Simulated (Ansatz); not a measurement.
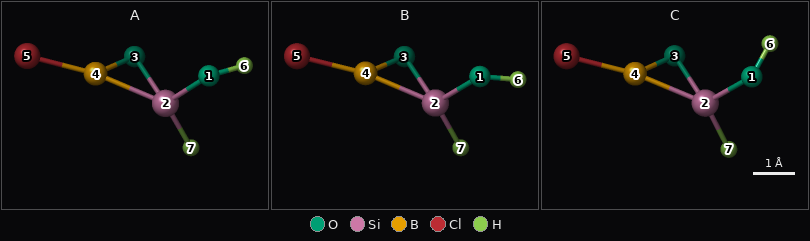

3 geometries from a converged minimum-energy path of BSiH2O2Cl, shuffled. The picture is a ball-and-stick view, seen from a free direction.

Computed with RKS B3LYP-D4/6-31G* (Ansatz 0.2.0). Run with 5 movable images; climbing image; force threshold 0.03 eV/Å; iteration limit 60; starting path by image-dependent pair potential.

Which of them lies highest in energy?

Answer. C. In order along the path, whose images run from 0 to 6: B (image 0, 0.00 kcal/mol), A (image 1, +0.45 kcal/mol), C (image 3, +2.01 kcal/mol). The motion is a rotation about the O1–Si2 bond by about 165°. No bond forms or breaks between the ends.

The run took 2.9 min on 1 thread of Arm Neoverse V1, on a shared host, peak memory 0.17 GiB.
